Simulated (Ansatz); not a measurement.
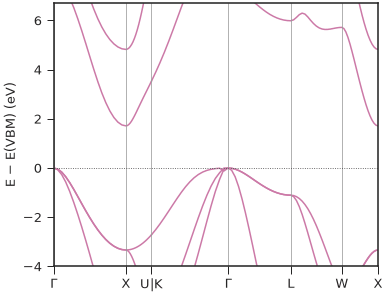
*Band structure from r²SCAN (plane waves, PAW; program Ansatz)*

Q: Read off the gap and where the band edges lie.

A: About 1.7 eV (1.71 eV by a search for the band edges); maximum at Γ, minimum at X.

The material is SiC (zinc blende, space group No. 216).

Space group F-43m (zinc blende). The r²SCAN relaxation kept the symmetry of its start; phonons on a q-mesh show no instability.

Potentials: the later of the program's two PAW sets.
